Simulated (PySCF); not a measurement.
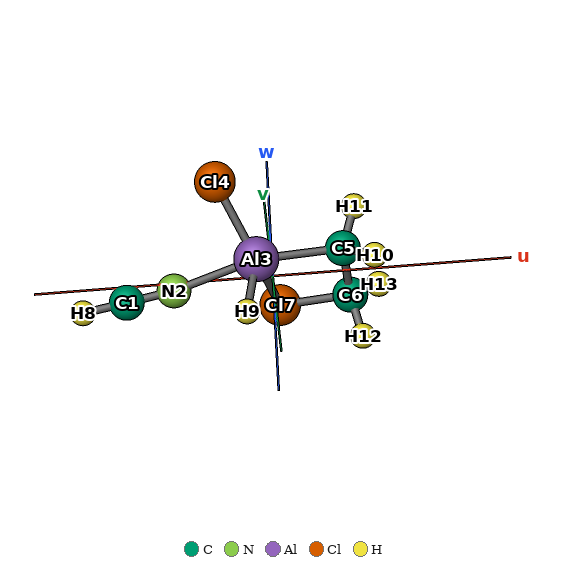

The lines u, v and w are the principal axes of the static dipole polarisability. The computed structure is the end point of a GFN2-xTB optimisation. No frequency run is at hand to confirm it as a minimum. Computed with PBE0/def2-SVPD (PySCF 2.14.0).

Along which axis is the molecule most polarisable, and along which least?

Most along u (nearly parallel to the Al3–C5 bond), least along v.

Give the three principal values.

u 113.3, v 77.2, w 93.7 bohr³; mean 94.7, anisotropy 31.4 bohr³.

The geometry is semi-empirical. Around Al such bond lengths and angles can be off by a tenth of an ångström or more and by several degrees, and values that hang on the shape move with them.
